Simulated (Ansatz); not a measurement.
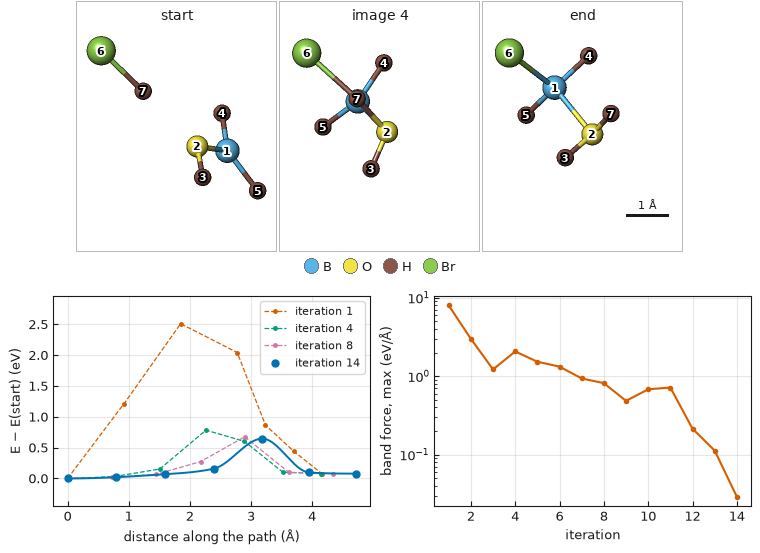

A nudged-elastic-band calculation for BH$_{4}$OBr. Images are numbered from 0 (start) to 6 (end). The plot follows the band through its iterations. Style: ball-and-stick. Shown from a free direction.

The calculation used Ansatz, RKS PBE/def2-SVP.

Input file:
```yaml
crystal:
  periodic: [false, false, false]
  atoms:
    - { symbol: B, position_ang: [-0.118804, -0.531879, -0.043209] }
    - { symbol: O, position_ang: [-0.433041, 0.210917, 1.056198] }
    - { symbol: H, position_ang: [-1.128691, -0.184656, 1.614573] }
    - { symbol: H, position_ang: [0.740581, -0.079738, -0.771035] }
    - { symbol: H, position_ang: [-0.692111, -1.588608, -0.249066] }
    - { symbol: Br, position_ang: [0.666572, 3.278375, 1.955795] }
    - { symbol: H, position_ang: [0.213796, 1.95129, 1.576544] }
basis:
  gaussian: { orbitals: def2-SVP }
hamiltonian:
  xc: pbe
neb:
  order_check: false
  images: 5
  f_tol: 0.03
  max_iterations: 60
  final_atoms:
    - { symbol: B, position_ang: [-0.01300105, 0.35013994, 0.04909688] }
    - { symbol: O, position_ang: [-0.13836386, -0.12838179, 1.62804554] }
    - { symbol: H, position_ang: [-1.01065394, 0.20998613, 1.9322548] }
    - { symbol: H, position_ang: [1.1258699, 0.05461285, -0.25738872] }
    - { symbol: H, position_ang: [-0.9394624, -0.21227799, -0.50223476] }
    - { symbol: Br, position_ang: [-0.28570432, 2.35377309, 0.17312034] }
    - { symbol: H, position_ang: [0.50961767, 0.42784877, 2.11690592] }
  initial_path:
    images:
      - { positions_ang: [[-0.118804, -0.531879, -0.043209], [-0.433041, 0.210917, 1.056198], [-1.128691, -0.184656, 1.614573], [0.740581, -0.079738, -0.771035], [-0.692111, -1.588608, -0.249066], [0.666572, 3.278375, 1.955795], [0.213796, 1.95129, 1.576544]] }
      - { positions_ang: [[-0.05822402, -0.37703412, -0.0097193], [-0.32355935, 0.17300149, 1.30464109], [-1.10116642, -0.17182213, 1.76777771], [0.87548088, -0.09615816, -0.65846847], [-0.76345211, -1.0980469, -0.37654628], [0.48768875, 2.92203869, 1.50170203], [0.13153427, 1.70372213, 1.61041323]] }
      - { positions_ang: [[0.00235595, -0.22218924, 0.0237704], [-0.21407769, 0.13508598, 1.55308417], [-1.07364185, -0.15898826, 1.92098241], [1.01038076, -0.11257831, -0.54590194], [-0.83479321, -0.60748581, -0.50402656], [0.3088055, 2.56570238, 1.04760907], [0.04927255, 1.45615427, 1.64428245]] }
      - { positions_ang: [[0.06293593, -0.06734436, 0.0572601], [-0.10459604, 0.09717047, 1.80152726], [-1.04611727, -0.14615439, 2.07418712], [1.14528063, -0.12899847, -0.43333542], [-0.90613432, -0.11692471, -0.63150684], [0.12992225, 2.20936607, 0.5935161], [-0.03298918, 1.2085864, 1.67815168]] }
      - { positions_ang: [[0.0376236, 0.07181707, 0.05453903], [-0.11585198, 0.02198638, 1.74370002], [-1.03429616, -0.02744089, 2.02687634], [1.13881039, -0.0677947, -0.37468652], [-0.91724368, -0.14870913, -0.58841614], [-0.00861994, 2.25750174, 0.45338418], [0.14787977, 0.94834052, 1.82440309]] }
      - { positions_ang: [[0.01231127, 0.2109785, 0.05181795], [-0.12710792, -0.0531977, 1.68587278], [-1.02247505, 0.09127262, 1.97956557], [1.13234015, -0.00659092, -0.31603762], [-0.92835304, -0.18049356, -0.54532545], [-0.14716213, 2.30563742, 0.31325226], [0.32874872, 0.68809465, 1.97065451]] }
      - { positions_ang: [[-0.01300105, 0.35013994, 0.04909688], [-0.13836386, -0.12838179, 1.62804554], [-1.01065394, 0.20998613, 1.9322548], [1.1258699, 0.05461285, -0.25738872], [-0.9394624, -0.21227799, -0.50223476], [-0.28570432, 2.35377309, 0.17312034], [0.50961767, 0.42784877, 2.11690592]] }
```

Command:
```bash
ansatz run input.yaml --threads 1 --pin off --max-ram 2048MiB --backend cpu --events-out ev --progress --plain --runs-dir out
```

**How did the profile develop, and is the result final?**

The result is final at these settings. The band converged in 14 iterations. The largest component of the band force went from 8 to 0.029 eV/Å. The climbing image converged on the top of the path. Its vibrational analysis gives one imaginary mode (815i cm⁻¹), as a transition state must have. The first iteration put the highest image at 2.51 eV. The highest point, image 4, lies 0.65 eV above the start and 0.57 eV above the end; the end is at +0.08 eV relative to the start.

Cost: 3.6 min on 1 thread of Arm Neoverse N1 (shared host), peak memory 0.15 GiB.
